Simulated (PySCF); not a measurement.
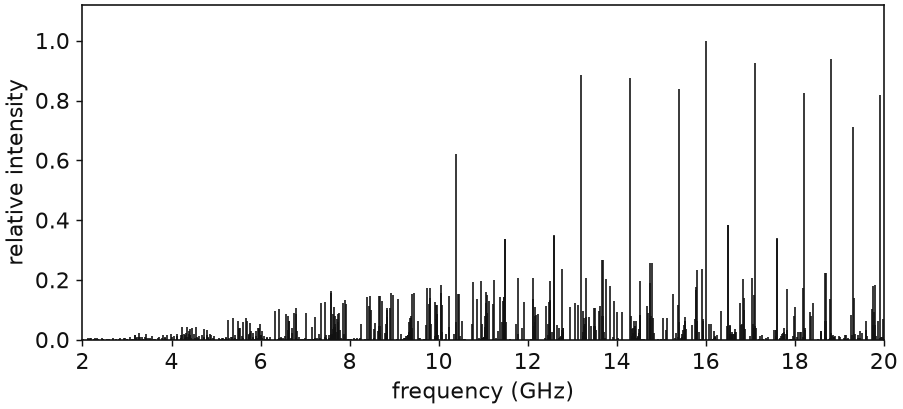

Simulated rotational absorption lines between 2 and 20 GHz at 1.5 K: rigid rotor with the equilibrium constants and dipole of one optimised conformer (PBE0-D3(BJ)/def2-SVP, PySCF), commonest isotopes; no centrifugal distortion, hyperfine structure, internal rotation or nuclear-spin weights; lines within 1 MHz of each other are summed.

### Which molecule gives this spectrum?
A. GeSiH₆S₂, SMILES [SiH3][S][GeH2][SH], singlet
B. CH₁₀GeSSi₂, SMILES [SiH3]S[SiH2][CH2][GeH3], singlet
C. C₅H₈F₃PSi, SMILES CC([SiH3])=C=PCC(F)(F)F
D. SiAsPH₆, SMILES P[SiH2][AsH2]

Option C. Rotational constants A, B, C = 1.405, 0.5919, 0.5088 GHz, |μa|, |μb|, |μc| = 1.30, 0.91, 1.57 D.

Known limits of this run: coarse grid, loose stop and no frequency check, small forces are noise and the end may be a saddle.
